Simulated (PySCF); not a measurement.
System: HCl (SMILES Cl).

| atom | x (Å) | y (Å) | z (Å) |
| --- | --- | --- | --- |
| Cl | 0.6662 | -0.0804 | 0.0057 |
| H | -0.6165 | -0.0073 | -0.0280 |

Geometry: PBE0-D3(BJ)/def2-SVP.

All numbers below come from PBE0/pcSseg-1, SCF density, gas phase, non-relativistic (PySCF).

Predict the electron density and electron localisation function between the atoms.

Answer. Cl–H (1.29 Å): ρ is about 1.8 e/Å³ halfway; the ELF climbs to about 1 towards the hydrogen, as it does in any bond to H.

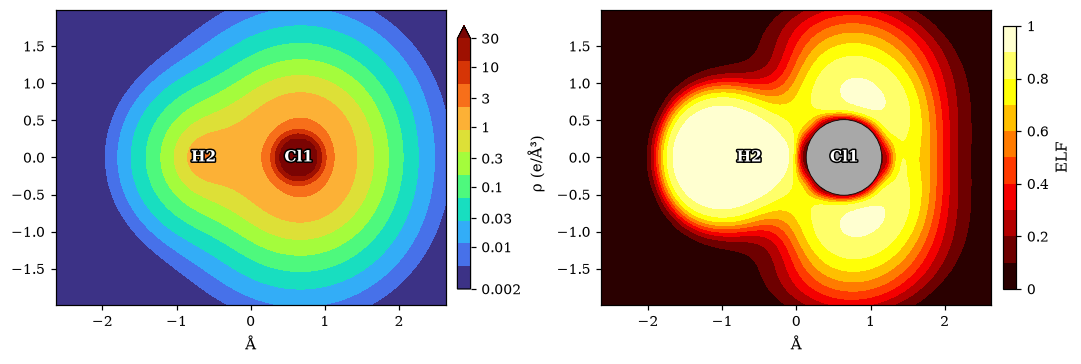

Computed electron density and electron localisation function on a plane that holds the molecular axis, in this order. Grey discs cover the atomic cores in the ELF map. 
